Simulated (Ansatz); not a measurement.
**A computed series for MgS: response to strain**

Take MgS in the rock salt structure (space group Fm-3m, No. 225; a = 5.203 Å) as the base. Axes: x, y, z lie along the cube axes.

Strains are applied to the cell and any free atomic positions relax; under biaxial strain the out-of-plane vector relaxes too.

Method: Kohn–Sham DFT with the r2SCAN functional, run in Ansatz (a quantum-chemistry and plane-wave program) with PAW and 500 eV plane waves, no spin-orbit coupling.

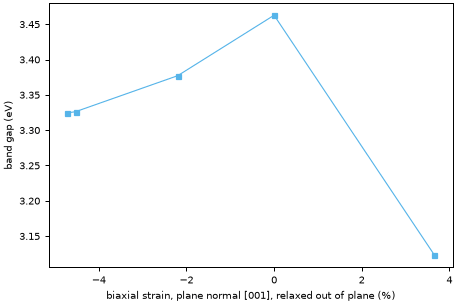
*Band gap against biaxial strain, plane normal [001], relaxed out of plane*

```csv
"biaxial strain, plane normal [001], relaxed out of plane (%)",band gap
-4.72,3.32 eV
-4.53,3.33 eV
-2.2,3.38 eV
3.66,3.12 eV
```

Stability against distortions was not tested.
